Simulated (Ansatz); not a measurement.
**Cl$_{2}$Ga···CH$_{4}$ (doublet): density, localisation and related maps**

Input

```
crystal:
  periodic: [false, false, false]
  atoms:
    - { symbol: Ga, position_ang: [1.0e-05, -4.8e-05, -0.165188] }
    - { symbol: H, position_ang: [-0.000516, 4.2e-05, 1.404797] }
    - { symbol: Cl, position_ang: [1.821282, -6.2e-05, -1.333434] }
    - { symbol: Cl, position_ang: [-1.820358, -7.8e-05, -1.334791] }
    - { symbol: C, position_ang: [2.6e-05, -9.0e-06, 3.711275] }
    - { symbol: H, position_ang: [-0.594133, -0.924361, 3.77776] }
    - { symbol: H, position_ang: [1.098059, -0.051812, 3.772787] }
    - { symbol: H, position_ang: [-0.504269, 0.976227, 3.778294] }
magnetization:
  spin_polarized: true
  initial_magnetization: 1
basis:
  gaussian: { orbitals: def2-SVP }
hamiltonian:
  xc: pbe
  dispersion: d4
relax:
  f_tol: 0.03
  max_steps: 50
output:
  orbitals: {}
```

Launched as:

```sh
ansatz run input.yaml --threads 4 --pin off --max-ram 5120MiB --backend cpu --events-out ev --progress --plain --runs-dir out
```

The fields are those of the run's last geometry, not of the input's.

All numbers below come from UKS PBE-D4/def2-SVP in Ansatz.

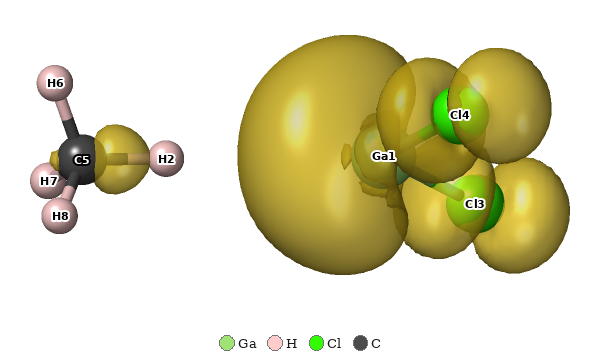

Figure 1. Isosurfaces of the spin density at +0.015 (yellow) and −0.015 e/Å³ (cyan), seen from one side.

Q: Which atoms carry the spin?

A: The unpaired spin (1 electron) lies mostly on Ga1 (about 0.6), Cl4 (about 0.2) and Cl3 (about 0.2), in electrons by Hirshfeld's partition.

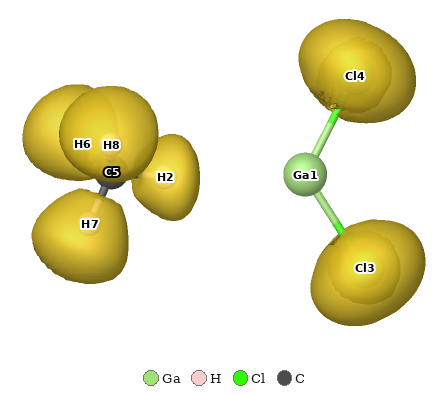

Figure 2. Isosurface of the ELF at 0.8 (yellow), seen at a tilt. Core shells and regions of very low density are left out.

Q: Identify the bonds, lone pairs and shells in this picture.

A: The ELF exceeds this value in four regions around hydrogen nuclei and two regions wrapped around Cl (the valence shell of each). Profiles from the grid: Ga1···H2 (2.86 Å): the ELF dips to about 0.10 between them. Ga–Cl (2.20 Å): the ELF peaks at about 0.80 in the valence shell of Cl, 0.8 Å from its nucleus, and is about 0.50 at the midpoint.

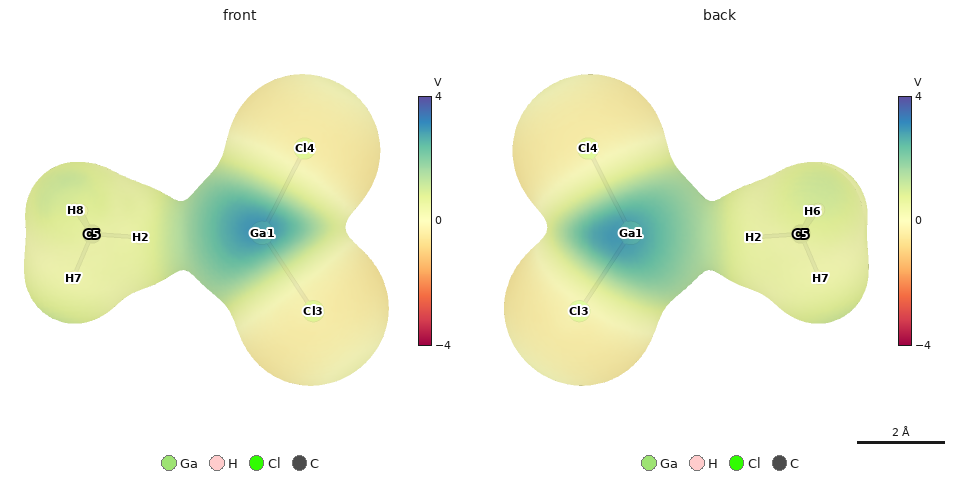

Figure 3. The electrostatic potential painted on the density surface at 0.004 e/bohr³, seen from the front and from behind; the colour scale runs from red (negative) to blue (positive).

Q: Where is the surface potential most negative and most positive?

A: The most negative region (about −0.5 V) lies over Cl3 and Cl4, the most positive (about +3.0 V) over Ga1.
